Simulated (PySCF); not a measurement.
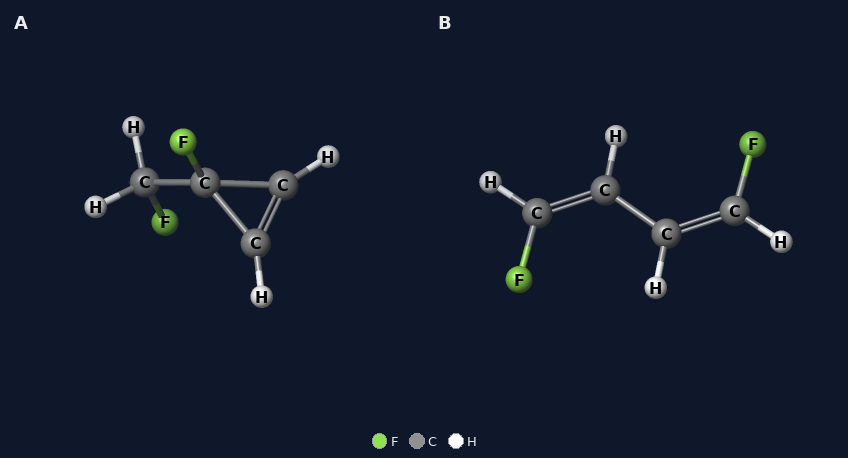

2 stationary structures of one formula. Geometries: GFN2-xTB. Electronic energies: CAM-B3LYP/def2-SVPD (PySCF 2.14.0), without zero-point energy. No frequency run is at hand to confirm each as a minimum. Each is one conformer, not always the lowest.

Which is lowest in energy, and by how much?

Answer. B is lowest; A lies 27.8 kcal/mol above it. A is `FCC1(F)C=C1`, B is `F/C=C\C=C/F`.
